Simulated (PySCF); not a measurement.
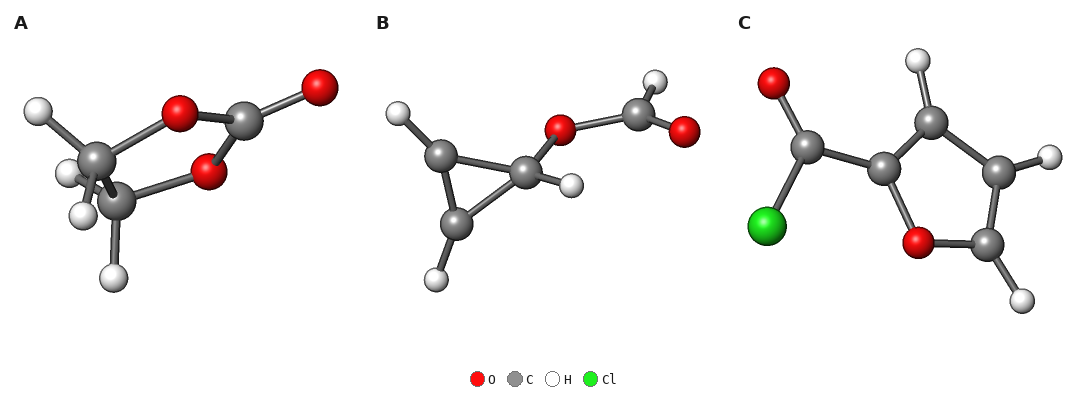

Simulated data, not a measurement (program: PySCF).

**Match each picture to its SMILES.**
(1) O=C1OCCO1
(2) O=C(Cl)c1ccco1
(3) O=COC1C=C1

A is (1), B is (3), C is (2).
